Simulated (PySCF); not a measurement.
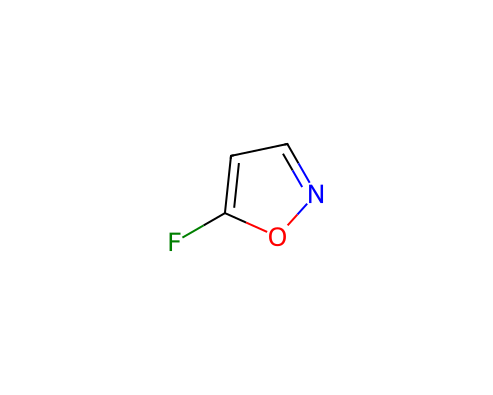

The geometry was computed by an optimisation with PBE0-D3(BJ)/def2-SVP. No frequency run is at hand to confirm it as a minimum. Program: PySCF 2.14.0.

At this fixed geometry, give dipole (D) at these levels: B3LYP/pcJ-1; PBE0/pcSseg-1; PBE0/pcSseg-2; ωB97X-D/def2-SVPD.

```
            level  dipole (D)
      B3LYP/pcJ-1        2.82
    PBE0/pcSseg-1        2.81
    PBE0/pcSseg-2        2.76
ωB97X-D/def2-SVPD        2.88
```
